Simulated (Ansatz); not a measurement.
## C (Fd-3m, 2 atoms in the cell): the dielectric response against the k mesh

Aim: how dense a k mesh do ε∞ and the zone-centre modes of C (Fd-3m, 2 atoms in the cell) need?

Main program and level: Ansatz 0.2.0; DFT LDA, scalar-relativistic, plane waves, PAW; PAW set soft_1.

## 1. The structure

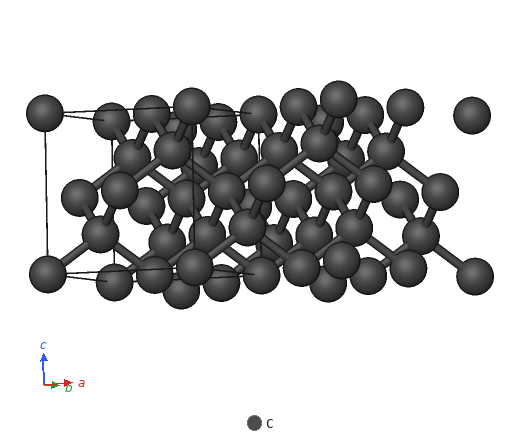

The starting structure, seen slightly off an axis (carbon dark grey). 2×2×1 cells are drawn. This picture shows the conventional cell, with its axes. Bonds to atoms that aren't drawn are left out. Some periodic images of atoms are drawn too.

Coordinates:

```cif
data_structure
_symmetry_space_group_name_H-M 'P 1'
_symmetry_Int_Tables_number 1
_cell_length_a 2.5221
_cell_length_b 2.5221
_cell_length_c 2.5221
_cell_angle_alpha 60.000
_cell_angle_beta 60.000
_cell_angle_gamma 60.000
_cell_volume 11.34
loop_
_atom_site_label
_atom_site_type_symbol
_atom_site_fract_x
_atom_site_fract_y
_atom_site_fract_z
_atom_site_occupancy
C1 C 0.50000 0.50000 0.50000 1
C2 C 0.75000 0.75000 0.75000 1
```

## 2. A rough relaxation first

A rough relaxation comes first, because large forces or stress need no tight tolerances yet.

Contents of input.yaml:

```yaml
crystal:
  lattice:
    - [0.0, 1.78337, 1.78337]
    - [1.78337, 0.0, 1.78337]
    - [1.78337, 1.78337, 0.0]
  atoms:
    - { symbol: C, position: [0.5, 0.5, 0.5] }
    - { symbol: C, position: [0.75, 0.75, 0.75] }
kpoints:
  mp_grid: { grid: [10, 10, 10] }
hamiltonian:
  xc: lda
  pseudopotentials: { kind: paw, azcp: { folder: soft_1 }, xc_functional: pbe }
scf:
  occupations: { method: gaussian, width: 0.1 }
output:
  forces: true
  stress: true
  eigenvalues: true
relax:
  adjacent_minimum: "off"
  f_tol: 0.05
  max_steps: 80
  cell: { stress_tol: 0.5 }
```

Run with:

```
> ansatz run input.yaml --threads 4 --pin off --max-ram 10240MiB --backend cpu --events-out ev --progress --plain --runs-dir out
```

Numbers of over 12 decimals in the logs are rounded to 6 here.

The log of the run:

```text
The last accepted step is kept in <dir> (removed where the run ends without a failure and the disk answers)
Engine: ansatz 0.2.0, x86_64-unknown-linux-gnu
Pseudopotentials: kind: paw
Pseudopotential: C, paw, valence charge 4, recommended cutoff 420 eV (normal), soft_1/C.paw.azcp
Functional definition: SPW92
  exchange = slater_x
  correlation = pw_c
Crystal: 2 atoms, lattice volume = 11.344 Å³
[...]
--- Relaxed structure (3 steps of the walk, 3 accepted, 1 SCFs on fresh bases) ---
  F+E_penalty+E_count = -485.99037661 eV   max|allowed force component| = 1.850e-16 eV/Å   (the final SCF, on the basis selected at the relaxed cell)
  cell:  # Å, volume = 11.0108 Å³
    - [0, 1.765749, 1.765749]
    - [1.765749, 0, 1.765749]
    - [1.765749, 1.765749, 0]
  atoms:
    - { symbol: C, position: [0.5, 0.5, 0.5] }
    - { symbol: C, position: [0.750000, 0.750000, 0.750000] }
[key lines of the parts left out:]
SCF converged after 7 iterations
Free energy (F): -485.990377 eV
Fermi energy:    15.743074 eV
P = ⅓ Tr σ = -0.0150 GPa (-0.150 kbar)
```

Wall time 0.76 s (4 threads of AMD EPYC 7B13 (Zen 3), shared host); peak memory 0.28 GiB; 2 s of CPU time.

Step by step:

```tsv
step	energy less that of the first step (eV)	largest force component (eV/Å)	pressure (GPa)	volume (Å³)
1	0.0000	0.0000	-13.21	11.34
2	-0.0128	0.0000	-5.19	11.14
3	-0.0155	0.0000	0.20	11.01
4*	-0.0141	0.0000	-0.01	11.01
```

Relaxation steps marked * repeat the geometry before them on a plane-wave basis chosen anew for their cell, so energy and pressure can jump there.

The run keeps the 48 symmetry operations that it works with, so distortions that break them were not tested.

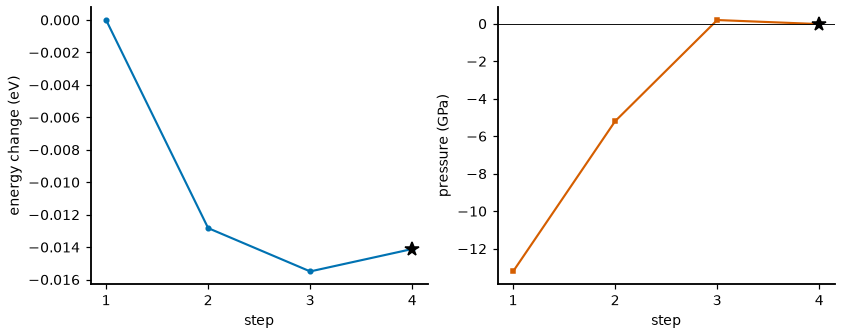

Energy and pressure along the relaxation. Stars mark steps on a basis chosen anew.

```tsv
conventional cell, symmetrised	before	after	change
a (Å)	3.567	3.531	-1.0 %
b (Å)	3.567	3.531	-1.0 %
c (Å)	3.567	3.531	-1.0 %
volume (Å³/atom)	5.67	5.51	-2.9 %
```

The relaxed structure:

```xyz
2
Lattice="0.0000 1.7657 1.7657 1.7657 0.0000 1.7657 1.7657 1.7657 0.0000" Properties=species:S:1:pos:R:3 pbc="T T T"
C     1.7657    1.7657    1.7657
C     2.6486    2.6486    2.6486
```

This step gave:

```
pressure          : -0.01498 GPa
gap on the k-mesh : 4.211 eV
volume per atom   : 5.505 Å³
```

In this step the volume went from 5.67 to 5.51 Å³/atom.

## 3. Relaxation

Harmonic phonons are second derivatives at a point where the forces vanish, and they are wanted at zero stress, so atoms and cell are relaxed first.

input.yaml, the sections that differ from step 2:

```yaml
crystal:
  lattice:
    - [0.0, 1.7657494264, 1.7657494264]
    - [1.7657494264, 0.0, 1.7657494264]
    - [1.7657494264, 1.7657494264, 0.0]
  atoms:
    - { symbol: C, position: [0.5, 0.5, 0.5] }
    - { symbol: C, position: [0.75, 0.75, 0.75] }
kpoints:
  mp_grid: { grid: [12, 12, 12] }
scf:
  occupations: { method: gaussian, width: 0.02 }
relax:
  adjacent_minimum: "off"
  f_tol: 0.005
  max_steps: 80
  cell: { stress_tol: 0.05 }
# hamiltonian, output: as in step 2
```

The log of the run:

```text
[...]
Crystal: 2 atoms, lattice volume = 11.011 Å³
Basis set: ecut = 420 eV, 181 PW (Γ)
Bands: 8, of which v1, the nominal top of the filled ones, is band 4 counted from 1 (3 counted from 0)
Symmetry: 48 space group operations
[...]
k-points: 72 of 1728
[...]
--- Band table (eV; the first three rows and the last of 72) ---
[...]
--- Relaxed structure (1 steps of the walk, 1 accepted, 1 SCFs on fresh bases) ---
[...]
cell:  # Å, volume = 11.0108 Å³
    - [0.0, 1.7657494264, 1.7657494264]
    - [1.7657494264, 0.0, 1.7657494264]
    - [1.7657494264, 1.7657494264, 0.0]
  atoms:
    - { symbol: C, position: [0.500000, 0.500000, 0.500000] }
    - { symbol: C, position: [0.750000, 0.750000, 0.750000] }
[key lines of the parts left out:]
SCF converged after 6 iterations
Free energy (F): -485.990475 eV
Fermi energy:    15.738944 eV
P = ⅓ Tr σ = -0.0214 GPa (-0.214 kbar)
```

It took 0.66 s on 4 threads; peak memory 0.31 GiB.

Little changed from the start: no atom moved by 0.005 Å and no cell edge by 0.1 %.

Numbers from this step:

* pressure: -0.02143 GPa
* gap on the k-mesh: 4.202 eV

In this step the volume went from 5.51 to 5.51 Å³/atom.

## 4. Tight relaxation

Phonons need small forces and stress, so the relaxation is finished with tight tolerances on 12×12×12 k points.

input.yaml, the sections that differ from step 3:

```yaml
scf:
  occupations: { method: fixed }
output:
  forces: true
  stress: true
  eigenvalues: true
  write_density: true
  write_potential: true
  elf: true
  volumetric_format: npy
relax:
  adjacent_minimum: "off"
  f_tol: 0.001
  max_steps: 60
  cell: { stress_tol: 0.01 }
# crystal, kpoints, hamiltonian: as in step 3
```

The log of the run:

```text
[...]
Crystal: 2 atoms, lattice volume = 11.011 Å³
Basis set: ecut = 420 eV, 181 PW (Γ)
Bands: 8, of which v1, the nominal top of the filled ones, is band 4 counted from 1 (3 counted from 0)
Symmetry: 48 space group operations
[...]
k-points: 72 of 1728
[...]
P = ⅓ Tr σ = -0.0086 GPa (-0.086 kbar)
--- Band table (eV; the first three rows and the last of 72) ---
[...]
--- Relaxed structure (2 steps of the walk, 2 accepted, 1 SCFs on fresh bases) ---
[...]
cell:  # Å, volume = 11.0105 Å³
    - [0, 1.765733, 1.765733]
    - [1.765733, 0, 1.765733]
    - [1.765733, 1.765733, 0]
  atoms:
    - { symbol: C, position: [0.5, 0.5, 0.5] }
    - { symbol: C, position: [0.750000, 0.750000, 0.750000] }
[key lines of the parts left out:]
SCF converged after 4 iterations
Free energy (F): -485.990476 eV
Fermi energy:    13.638634 eV
```

Run time: 0.68 s. Hardware: 4 threads; peak memory 0.31 GiB; 1.8 s of CPU time.

Little changed from the start: no atom moved by 0.005 Å and no cell edge by 0.1 %.

This step gave:

- pressure: -0.008562 GPa

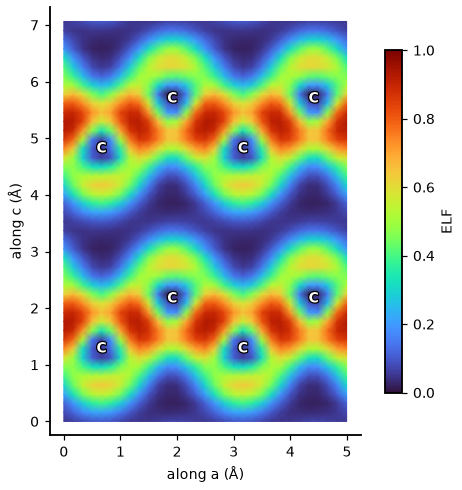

ELF in the ac plane of a cell with a along [110], b along [-110] and c along [001] of the cube at fractional y = 0.000, with atoms of C within 0.2 Å of it. It is the smooth field of the valence electrons, not physical close to the nuclei. The map starts off the cell's origin, so that atoms lie inside it.

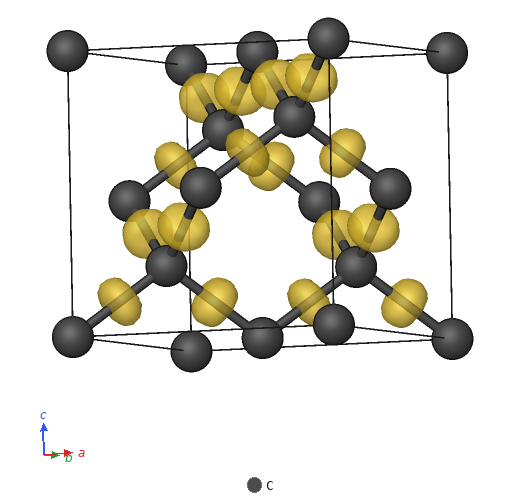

Surface of ELF = 0.85. Bonds to atoms that aren't drawn are left out.

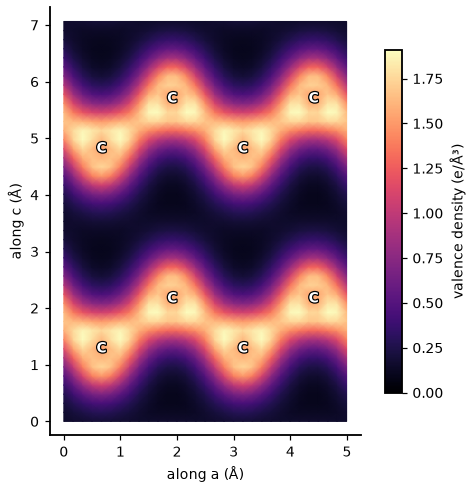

Valence density in the ac plane of a cell with a along [110], b along [-110] and c along [001] of the cube at fractional y = 0.000, with atoms of C within 0.2 Å of it. It is the smooth field of the valence electrons, not physical close to the nuclei. The map starts off the cell's origin, so that atoms lie inside it.

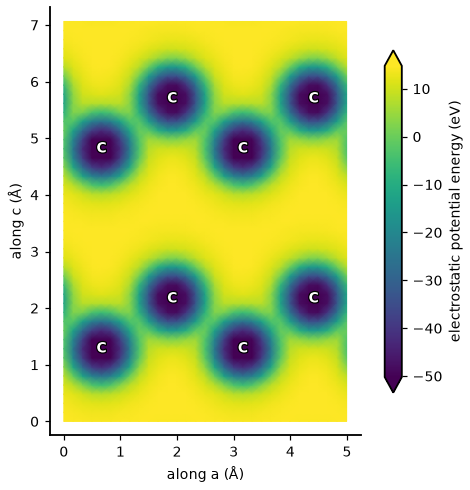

Electrostatic potential energy in the ac plane of a cell with a along [110], b along [-110] and c along [001] of the cube at fractional y = 0.000, with atoms of C within 0.2 Å of it. With pseudopotentials it is smooth inside the atoms' cores, unlike the true potential. The map starts off the cell's origin, so that atoms lie inside it.

The forces vanish by symmetry and the pressure is -0.009 GPa, within the tolerances set. The cell now holds 5.51 Å³/atom.

## 5. Response on one mesh, 4×4×4

The force constants come from the linear response of the density to a displacement.

The response is solved on 4×4×4 k points.

input.yaml, the sections that differ from step 4:

```yaml
crystal:
  lattice:
    - [0.0, 1.765733282, 1.765733282]
    - [1.765733282, 0.0, 1.765733282]
    - [1.765733282, 1.765733282, 0.0]
  atoms:
    - { symbol: C, position: [0.5, 0.5, 0.5] }
    - { symbol: C, position: [0.75, 0.75, 0.75] }
kpoints:
  mp_grid: { grid: [4, 4, 4] }
output:
  eigenvalues: true
phonons:
  method: dfpt
  dielectric: true
  rigid_motions: translations
  field_mesh: kpoints
# hamiltonian, scf: as in step 4
# relax: removed
```

The log of the run:

```text
[...]
Crystal: 2 atoms, lattice volume = 11.010 Å³
Basis set: ecut = 420 eV, 181 PW (Γ), exchange–correlation on 40×40×40 points (8 copies of the dense FFT grid, shifted against one another)
Bands: 8, of which v1, the nominal top of the filled ones, is band 4 counted from 1 (3 counted from 0)
Symmetry: 48 space group operations
k-points: 18 of 64 (irreducible under 4 space group operations, time reversal used)
[...]
SCF iter   1: F=—  HF=-486.616156 eV  |F-HF|=—  |Δ(HF+E_count)|=         —  Δρ=1.49e-1  dr2=1.74e0  ethr=3.10e-3  ⟨swp⟩=3.8  Hψ=831  notcnv=0  defer=26
[...]
SCF iter   8: F=-485.858070 eV  HF=-485.858070 eV  |F-HF|=3.47e-12  |Δ(HF+E_count)|=  2.47e-10  Δρ=4.43e-7  dr2=6.35e-12  ethr=1.25e-12  ⟨swp⟩=7.1  Hψ=753  notcnv=0
SCF 1 converged in 8 iterations: F = -485.858070 eV  dr2 = 6.35e-12
[...]
NSCF: frozen V_eff on 1 k-points
DFPT response loops at Γ: preconditioner auto → none (the input reference at scf.mixing.eps_inf says where Resta's filter doesn't serve); β = 0.50; Broyden in place of MSR1
WARN: field response: the 4×4×4 k-mesh looks too coarse for the field response at k = (0.0000, 0.0000, 0.0000), direct gap 5.614 eV: take ε∞, Z* and everything formed from them as unconverged in the mesh. The response there varies over an interband length of 1.12 Å as this mesh's differences read it, which a coarse mesh reads short; the mesh's real-space period, 10.0 Å, is under 14 times that, 15.6 Å: field_mesh: auto, beside no phonons.dynamical_quadrupoles, solves it inside a basis that this mesh spans and, under method: fd, where it gets none, on a denser mesh; else type a denser kpoints.mp_grid, and compare
SCF converged after 8 iterations
Free energy (F): -485.858070 eV
[...]
Internal energy: -485.858070 eV  (E = F + TS)
E sigma→0 (E₀):  -485.858070 eV
Fermi energy:    13.671767 eV
[...]
--- Band table (eV; the first three rows and the last of 18) ---
[...]
--- Phonons (Γ-DFPT): 1 representative perturbation + reference, on 18 of 64 k-points (Σ response iterations 3) ---
  k mesh reduced under 4 symmetry operations, with k and −k counted as one. Each operation leaves every solved perturbation unchanged. A smaller set is not considered because the run solves the response to a homogeneous field
  ASR residual: 1.872e-4 → 0.000e0 eV/Å²; symmetrization residual: 5.008e-14 eV/Å²
  ASR residual per site (eV/Å²): 1.87e-4 1.87e-4
  Γ frequencies (cm⁻¹): 0.00 0.00 0.00 1351.14 1351.14 1351.14
  ε∞ (high-frequency dielectric tensor):
        5.315357    -0.000000     0.000000
        0.000000     5.315357     0.000000
        0.000000     0.000000     5.315357
  ε⁰ (static dielectric tensor: ions relaxed, cell fixed):
        5.315357    -0.000000     0.000000
        0.000000     5.315357     0.000000
        0.000000     0.000000     5.315357
  ε⁰ − ε∞ (ionic part):
        0.000000     0.000000    -0.000000
        0.000000     0.000000     0.000000
       -0.000000     0.000000     0.000000
  softest optical mode at Γ: 1351.14 cm⁻¹; the repairs (sum rule, projections) moved no ω² at Γ by more than (2.06 cm⁻¹)²
  Born effective charges Z* (e; rows j = field, columns β = displacement):
    site 0:
         0.00000   -0.00000    0.00000
         0.00000    0.00000   -0.00000
         0.00000    0.00000    0.00000
    site 1:
         0.00000    0.00000    0.00000
         0.00000    0.00000    0.00000
         0.00000   -0.00000    0.00000
  Z* charge neutrality: 2.224e-5 e pre-enforcement
  k-mesh period / interband length: 10.0 Å / 1.12 Å = 8.96 at k = (0.0000, 0.0000, 0.0000), direct gap 5.614 eV — UNDER 14: by this measure the k-mesh is too coarse for the response
  optical modes at Γ without the LO–TO term, one row a degenerate level:
      ω (cm⁻¹)  modes    IR ((D/Å)²/amu)
       1351.14      3             0.0000
  optical modes at Γ + LO–TO along q̂ = [1.0000, 0.0000, 0.0000]:
      ω (cm⁻¹)  modes    IR ((D/Å)²/amu)
       1351.14      3             0.0000
  optical modes at Γ + LO–TO along q̂ = [0.0000, 1.0000, 0.0000]:
      ω (cm⁻¹)  modes    IR ((D/Å)²/amu)
       1351.14      3             0.0000
  optical modes at Γ + LO–TO along q̂ = [0.0000, 0.0000, 1.0000]:
      ω (cm⁻¹)  modes    IR ((D/Å)²/amu)
       1351.14      3             0.0000
```

It took 0.77 s on 4 threads; peak memory 0.33 GiB.

A gap read on the k-mesh alone can miss the band edges.

This step gave:

- gap on the k-mesh: 4.478 eV
- sum-rule residual before enforcement: 1.87e-4 eV/Å²
- miss of the charge sum rule: 2.22e-5 e
- point group: m-3m
- highest optical mode at the zone centre (no LO-TO term): 1351 cm⁻¹
- lowest optical zone-centre mode: 1351 cm⁻¹
- mean high-frequency dielectric constant: 5.315
- largest Born charge (third of the trace): 0 e
- mean static dielectric constant: 5.315
- top of the zone-centre spectrum with the field: 1351 cm⁻¹

The optical mode lies at 1351.1 cm⁻¹.

## 6. Response on one mesh, 20×20×20

The response is solved on 20×20×20 k points.

input.yaml, as its differences from that of step 5:

```diff
@@ -9,3 +9,3 @@
 kpoints:
-  mp_grid: { grid: [4, 4, 4] }
+  mp_grid: { grid: [20, 20, 20] }
 hamiltonian:
```

The log of the run:

```text
[...]
Crystal: 2 atoms, lattice volume = 11.010 Å³
Basis set: ecut = 420 eV, 181 PW (Γ), exchange–correlation on 40×40×40 points (8 copies of the dense FFT grid, shifted against one another)
Bands: 8, of which v1, the nominal top of the filled ones, is band 4 counted from 1 (3 counted from 0)
Symmetry: 48 space group operations
k-points: 1166 of 8000 (irreducible under 4 space group operations, time reversal used)
[...]
ω (cm⁻¹)  modes    IR ((D/Å)²/amu)
       1322.58      3             0.0000
  optical modes at Γ + LO–TO along q̂ = [1.0000, 0.0000, 0.0000]:
      ω (cm⁻¹)  modes    IR ((D/Å)²/amu)
       1322.58      3             0.0000
  optical modes at Γ + LO–TO along q̂ = [0.0000, 1.0000, 0.0000]:
      ω (cm⁻¹)  modes    IR ((D/Å)²/amu)
       1322.58      3             0.0000
  optical modes at Γ + LO–TO along q̂ = [0.0000, 0.0000, 1.0000]:
      ω (cm⁻¹)  modes    IR ((D/Å)²/amu)
       1322.58      3             0.0000
[key lines of the parts left out:]
SCF converged after 8 iterations
Free energy (F): -485.990465 eV
Fermi energy:    13.638623 eV
```

Run time: 9 s. Hardware: 4 threads; peak memory 0.7 GiB; 32 s of CPU time.

Numbers from this step:

| Property | Result |
| --- | --- |
| gap on the k-mesh | 4.181 eV |
| sum-rule residual before enforcement | 1.62e-5 eV/Å² |
| miss of the charge sum rule | 2.28e-5 e |
| highest optical mode at the zone centre (no LO-TO term) | 1323 cm⁻¹ |
| lowest optical zone-centre mode | 1323 cm⁻¹ |
| mean high-frequency dielectric constant | 5.764 |
| mean static dielectric constant | 5.764 |
| top of the zone-centre spectrum with the field | 1323 cm⁻¹ |

The optical mode lies at 1322.6 cm⁻¹.

Between step 5 and this run (k-mesh 20×20×20 and k divisions 20) the value for the mean high-frequency dielectric constant moves from 5.32 to 5.76 (+8 %).

## 7. All members side by side

The members are set side by side, also those not shown above.

One cell throughout; the field response is solved on the k mesh of the run itself. The response against the k mesh:

```tsv
k divisions along a1	ε∞	mode 4 T2g (cm⁻¹)
4	5.315	1351
6	5.64	1326
8	5.731	1323
10	5.755	1323
12	5.762	1323
14	5.763	1323
16	5.764	1323
20	5.764	1323
```

## 8. What came out

| Property | Result |
| --- | --- |
| members | 8 |
| optical mode, 4 k divisions | 1351 cm⁻¹ |
| optical mode, 20 k divisions | 1323 cm⁻¹ |

What this shows: ε∞ goes from 5.32 at 4 divisions to 5.76 at 20; from 8 divisions on it stays within 1 % of the last value. The highest mode without the field stays within 1 cm⁻¹ of its last value from 8 divisions on. These are harmonic frequencies at zero temperature: anharmonic shifts, linewidths and thermal expansion are left out. The PAW files were made for PBE; the program adapts parts of them to the functional of the run, but their partial waves stay those of PBE, an approximation that was not tested in this session. Only the zone centre was solved, so an instability at another wavevector cannot show here.

[Logs are printed without paths, hosts, clocks, repeated set-up lines and the standing remarks that a program may print on its own settings, such as how far it seeks lower states.]

[Hosts, paths, dates, database ids (printed as entryN), source tags and the programs' standing remarks are cut or masked in the printed files.]
